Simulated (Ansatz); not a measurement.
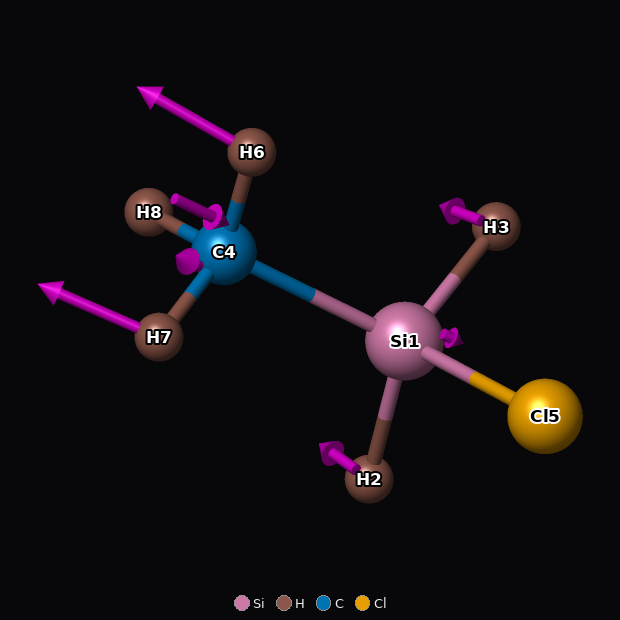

The arrows show one normal mode. Harmonic vibrations computed with RKS PBE0-D4/def2-TZVP (Ansatz 0.2.0) at a stationary point of the same level.

Estimate its harmonic wavenumber.

755 cm⁻¹; it is mode 7 of 18 counted from the lowest.
